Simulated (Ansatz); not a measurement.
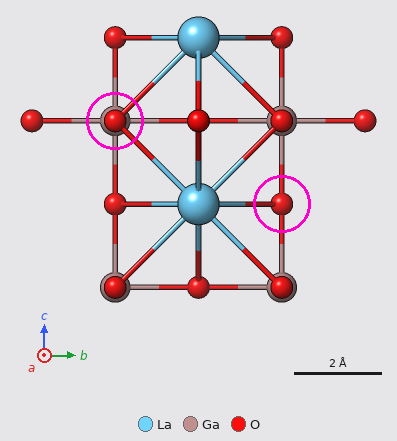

Perfect LaGaO$_{3}$. Style: ball-and-stick. Shown: the atoms within 4.4 Å of one point, along the a axis.

Computed with DFT, PBEsol, PAW, plane waves (Ansatz). Settings: plane-wave cutoff 420 eV; k-point mesh 1 × 1 × 1; mesh shifted by (0.25, 0.25, 0.25); collinear spin. Fermi-Dirac smearing of 0.01 eV. A uniform background neutralises the charged cell. The axes drawn are those of the host's conventional cell.

A gallium atom is replaced by scandium and an oxygen atom is taken out (a vacancy), the two sites 4.3 Å apart at the ringed places, in charge state −1. The supercell has 40 sites, and the atoms are relaxed at the host's cell.

How do the neighbours respond?

Answer. In the host the Ga atom has 6 O at 1.93 Å; the Sc atom ends with 6 O at 2.01 to 2.06 Å. Around the empty O site the host had 2 Ga at 1.93 Å; after relaxation the nearest atoms are 2 Ga at 1.54 to 1.77 Å. Of the host's atoms, an oxygen atom moves furthest from its site, by 0.51 Å. The cell's net moment is 1.00 μB.

The relaxed defect, seen from the same direction:

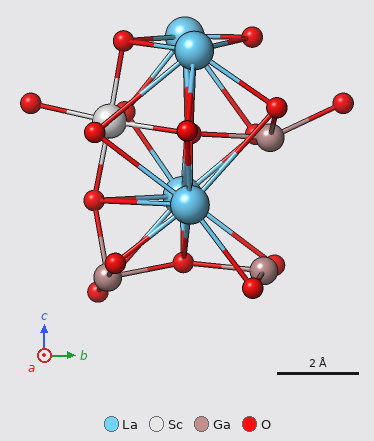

Limits of the set-up: the periodic images lie only 7.7 Å apart, so the values are limited by the cell's size; the cell is charged, on a uniform background, and energies carry no finite-size correction.
